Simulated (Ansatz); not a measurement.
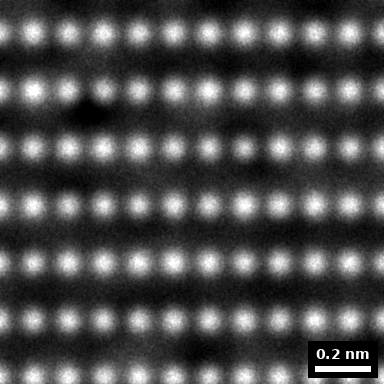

HAADF-like image of Cu (Fm-3m, No. 225) along [211]. The image is simulated as a sum over atoms of Z^1.6, blurred by a 0.74 Å probe (no channelling). The probe carries 25 % of its weight in a tail 2.5 times as wide. Shot noise and the speckle of an amorphous layer were added. Atomic positions: a calculation's starting geometry.

Q: Describe what the image shows.

A: The columns repeat on a rectangular net of 1.28 × 2.09 Å (plane group p2mm). All columns are alike (Cu). The shortest distance between visible columns is 1.28 Å in projection. Along the beam the structure repeats every 4.44 Å.
